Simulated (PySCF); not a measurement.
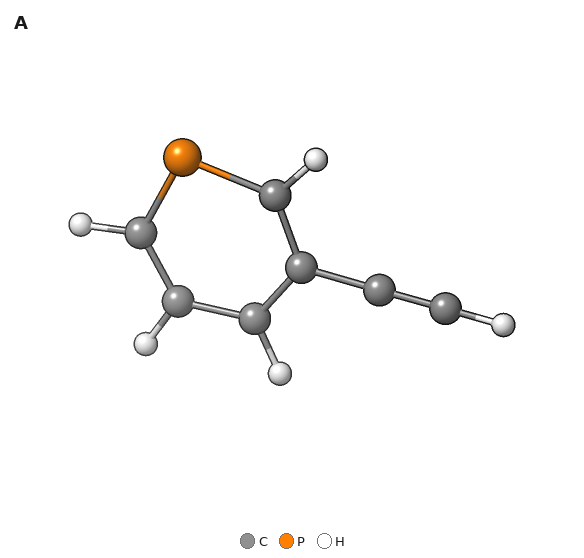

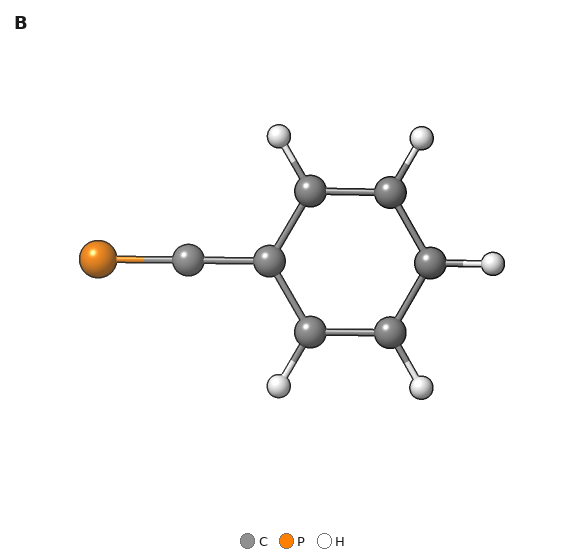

2 stationary structures of one formula. Geometries: GFN2-xTB. Electronic energies: B3LYP/def2-SVPD (PySCF 2.14.0), without zero-point energy. No frequency run is at hand to confirm each as a minimum.

### Which structure is the most stable?

B is lowest; A lies 110.8 kJ/mol above it. A is `C#Cc1cccpc1`, B is `P#Cc1ccccc1`.

The geometry is semi-empirical. Around P such bond lengths and angles can be off by a tenth of an ångström or more and by several degrees, and values that hang on the shape move with them.
